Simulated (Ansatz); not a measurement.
## Electronic structure of Cl$_{3}$GeH···HF in real space

Input file:

```
crystal:
  periodic: [false, false, false]
  atoms:
    - { symbol: Ge, position_ang: [0.161329, 3.0e-05, -0.138566] }
    - { symbol: H, position_ang: [0.095725, 0.000132, 1.401857] }
    - { symbol: Cl, position_ang: [2.236305, 2.6e-05, -0.673015] }
    - { symbol: Cl, position_ang: [-0.715486, 1.754147, -0.973187] }
    - { symbol: Cl, position_ang: [-0.715285, -1.754439, -0.972699] }
    - { symbol: F, position_ang: [-2.292063, 0.000644, 1.375919] }
    - { symbol: H, position_ang: [-1.656125, -0.000541, 2.04349] }
basis:
  gaussian: { orbitals: def2-SVP }
hamiltonian:
  xc: pbe0
relax:
  f_tol: 0.03
  max_steps: 50
output:
  orbitals: {}
```

Command:

```sh
ansatz run input.yaml --threads 4 --pin off --max-ram 5120MiB --backend cpu --events-out ev --progress --plain --runs-dir out
```

The fields are those of the relaxed geometry.

These are results of Ansatz, RKS PBE0/def2-SVP, not measurements.

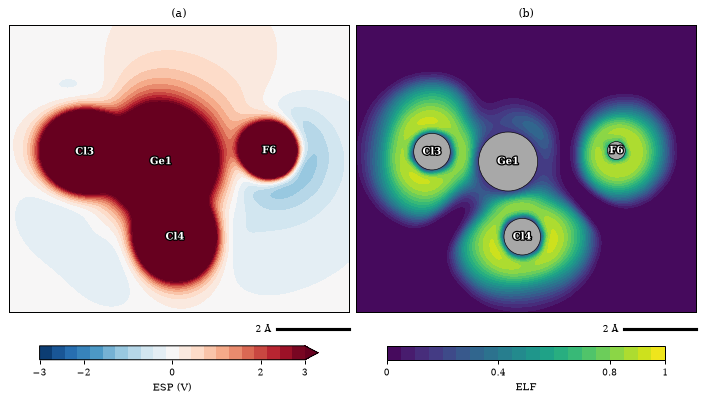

Figure 1. (a) molecular electrostatic potential; (b) electron localisation function on the plane of atoms Cl3, Ge1 and Cl4. Grey discs cover the atomic cores in the ELF map.

**Read the bonding off the picture.**

The section cuts through Ge, Cl and F sites.
Ge–Cl (2.13 Å): the ELF peaks at about 0.85 in the valence shell of Cl, 0.8 Å from its nucleus, and is about 0.65 at the midpoint.
The ELF also peaks beside Cl4, Cl3 and F6, away from the bonds: lone-pair regions.
Outside the dense part of the complex the potential is most negative (−1.2 V) near F6.

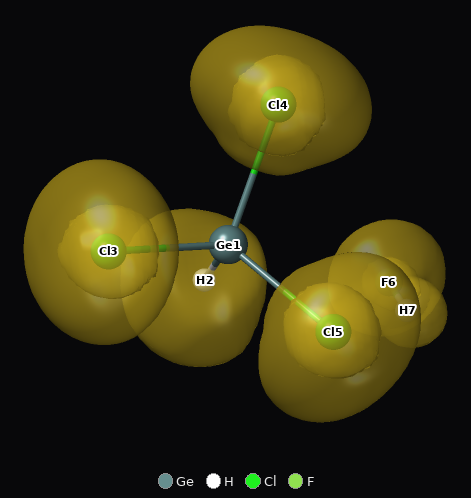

Figure 2. Isosurface of the ELF at 0.75 (yellow), seen at a tilt. Core shells and regions of very low density are left out.

**Describe the localisation domains.**

At this value the surface marks out one region around a hydrogen nucleus, three regions wrapped around Cl (the valence shell of each) and one joined region spread over several atoms (F, H), in which their bonds and any lone pairs are merged. Along the contacts the grid gives the following. Cl5···H7 (2.31 Å): the ELF dips to about 0.10 between them (by its geometry a hydrogen bond between the two molecules, with no shared pair).

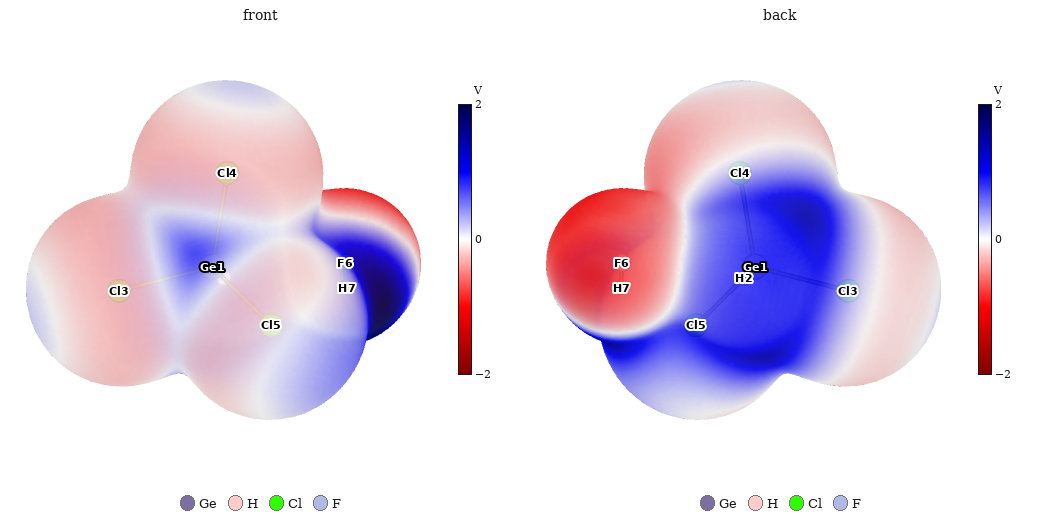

Figure 3. The molecular electrostatic potential painted on the density surface at 0.001 e/bohr³, seen from the front and from behind; the colour scale runs from red (negative) to blue (positive).

**Describe the electrostatic potential map.**

The most negative region (about −0.9 V, or −21 kcal/mol for a unit charge) lies over F6, the most positive (about +1.9 V, or +44 kcal/mol for a unit charge) over H7.

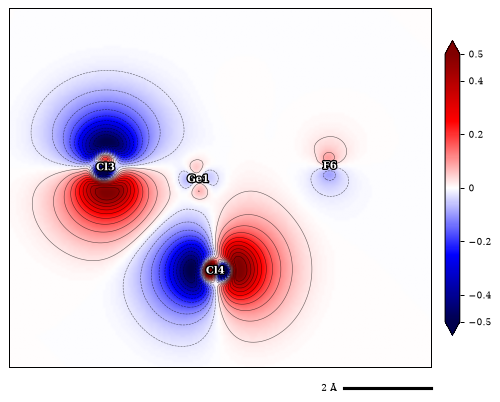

Figure 4. The HOMO on the plane of atoms Cl3, Ge1 and Cl4 (values in Å⁻³ᐟ²; the overall sign is arbitrary).

**Where does this orbital lie, and at what energy?**

It lies mainly on Cl3 (about 45 %), Cl4 (about 40 %) and Cl5 (about 10 %); largely a combination of lone pairs on Cl3, Cl4 and Cl5. Its energy is −9.34 eV.
